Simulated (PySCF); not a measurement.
# SiS (SMILES [Si-]#[S+]): FCI/STO-6G

Aim: the energy change on altering one bond length of SiS at FCI/STO-6G, from 2 runs. The job is set up through a Python script.

The results are computed with PySCF 2.14.0.

29 further runs of the same task are left out: 15 that didn't finish, 14 set aside as unsound or not needed.

## (1) The molecule

The species is SiS (2 atoms), meant as a singlet with charge 0. As SMILES, `[Si-]#[S+]`. Geometry: the measured bond length.

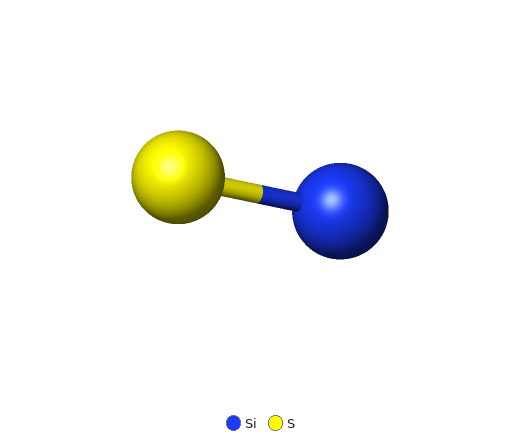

Viewed from a chosen angle; silicon blue, sulfur yellow.

## (2) A single-point energy at FCI/STO-6G

The input, geometry.xyz:

```xyz
2
SSi
Si     0.000000     0.000000     0.000000
S      0.000000     0.000000     1.929321
```

The input, job.py:

```python
from pyscf import gto, scf, mcscf
from pyscf import fci

mol = gto.M(
    atom='geometry.xyz',
    max_memory=1860,
    basis='sto-6g',
    spin=0,
    verbose=3,
)

mf = scf.RHF(mol)
mf.conv_tol = 1e-10
mf.kernel()
if not mf.converged:
    mf = mf.newton().run(mf.mo_coeff, mf.mo_occ)

cas = mcscf.CASCI(mf, mf.mo_coeff.shape[-1] - 10, (mol.nelec[0] - 10, mol.nelec[1] - 10))  # full CI above the frozen core
cas.fcisolver = fci.direct_spin0.FCI(mol)  # even spin states alone
cas.kernel()
print('<S^2> = %.4f' % cas.fcisolver.spin_square(cas.ci, cas.ncas, cas.nelecas)[0])
etot = cas.e_tot
print(f'total energy: {etot:.8f} hartree')
```

Run with:

```console
$ OMP_NUM_THREADS=1 python job.py
```

Standard output:

```text
converged SCF energy = -684.0127015829
CASCI E = -684.120106334651  E(CI) = -20.0322538727582  S^2 = 0.0000000
<S^2> = 0.0000
total energy: -684.12010633 hartree
```

It took 0.85 s on 1 thread of Intel Xeon Platinum 8488C (Sapphire Rapids), shared host; peak memory 0.12 GiB.

## (3) The distorted shape

The input, calc.py:

```python
from pyscf import gto, mcscf
from pyscf import fci

molecule = gto.M(
    atom='''
Si     0.000000     0.000000    -1.822979
S      0.000000     0.000000     3.645888
''',
    max_memory=1860,
    unit='bohr',
    spin=0,
    charge=0,
    verbose=3,
    basis='sto-6g',
)

hf = molecule.RHF()
hf.conv_tol = 1e-10
hf.kernel()
if not hf.converged:
    hf = hf.newton().run(hf.mo_coeff, hf.mo_occ)

cas = mcscf.CASCI(hf, hf.mo_coeff.shape[-1] - 10, (molecule.nelec[0] - 10, molecule.nelec[1] - 10))  # full CI above the frozen core
cas.fcisolver = fci.direct_spin0.FCI(molecule)  # even spin states alone
cas.kernel()
print('<S^2> = %.4f' % cas.fcisolver.spin_square(cas.ci, cas.ncas, cas.nelecas)[0])
e_final = cas.e_tot
print('E = %.10f Eh' % e_final)
```

Run with:

```console
$ OMP_NUM_THREADS=1 python calc.py
```

Standard output:

```text
converged SCF energy = -683.759986216133
CASCI E = -683.932341930395  E(CI) = -17.6555986092677  S^2 = 0.0000000
<S^2> = 0.0000
E = -683.9323419304 Eh
```

Wall time 0.85 s (1 thread of Intel Xeon Platinum 8488C (Sapphire Rapids), shared host); peak memory 0.12 GiB.

## (4) Summary of results

Level: FCI/STO-6G, 10 core orbitals frozen.

```
                                                          quantity          value
                                         first shape: total energy  -684.12011 Eh
                 first shape: dipole moment (Hartree–Fock density)         2.07 D
                  first shape: HOMO energy (Hartree–Fock orbitals)       -6.15 eV
                  first shape: LUMO energy (Hartree–Fock orbitals)        6.57 eV
                first shape: HOMO–LUMO gap (Hartree–Fock orbitals)       12.72 eV
         first shape: correlation energy (10 core orbitals frozen)     -107.4 mEh
                                     distorted shape: total energy  -683.93234 Eh
             distorted shape: dipole moment (Hartree–Fock density)         4.18 D
              distorted shape: HOMO energy (Hartree–Fock orbitals)       -3.82 eV
              distorted shape: LUMO energy (Hartree–Fock orbitals)        5.45 eV
            distorted shape: HOMO–LUMO gap (Hartree–Fock orbitals)        9.27 eV
     distorted shape: correlation energy (10 core orbitals frozen)     -172.4 mEh
energy change with the Si1–S2 bond stretched from 1.929 to 2.894 Å       5.109 eV
```

**Reading.** With the Si1–S2 bond stretched from 1.929 to 2.894 Å the energy rises by 5.11 eV (493 kJ/mol). The first shape isn't relaxed at this level, so the change isn't measured from a minimum. The minimal basis adds a large error of its own.
